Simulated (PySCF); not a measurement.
Consider ZnSb (quartet).

```yaml
atoms:
  - { symbol: Zn, position_ang: [0.0000, 0.0000, -1.8368] }
  - { symbol: Sb, position_ang: [0.0000, 0.0000, 0.9712] }
```

Core potentials replace the inner electrons of Sb.

All numbers below come from PySCF, PBE0/def2-SVP, non-relativistic Hamiltonian with scalar-relativistic core potentials where named, at a bond length of 2.808 Å.

Q: What will maps of the electron density, electron localisation function and spin density show?

A: Zn–Sb (2.81 Å): ρ is about 0.29 e/Å³ halfway; the ELF reaches about 0.60 near the midpoint.
The unpaired spin (3 electrons) lies mostly on Sb2 (about 2.4) and Zn1 (about 0.6), in electrons by Hirshfeld's partition.

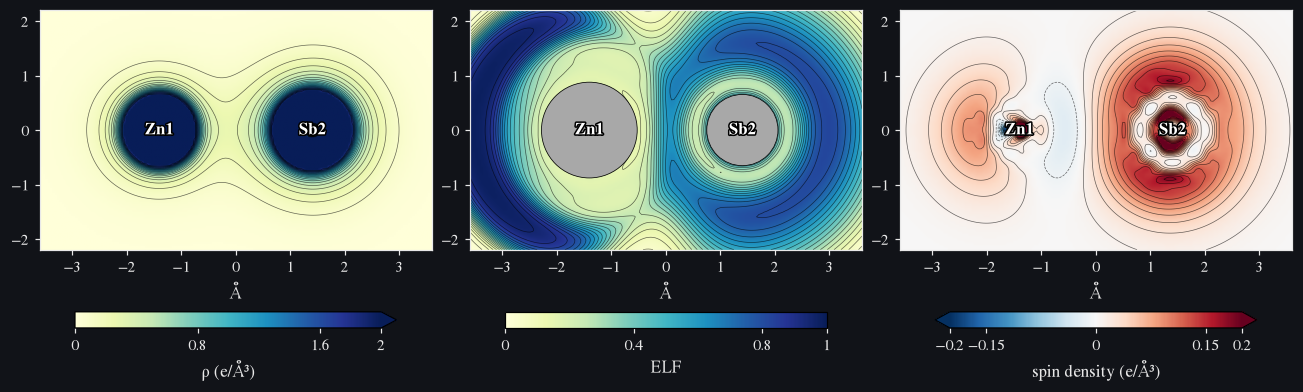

Computed electron density, electron localisation function and spin density on a plane that holds the molecular axis, in this order. Grey discs cover the atomic cores in the ELF map. 
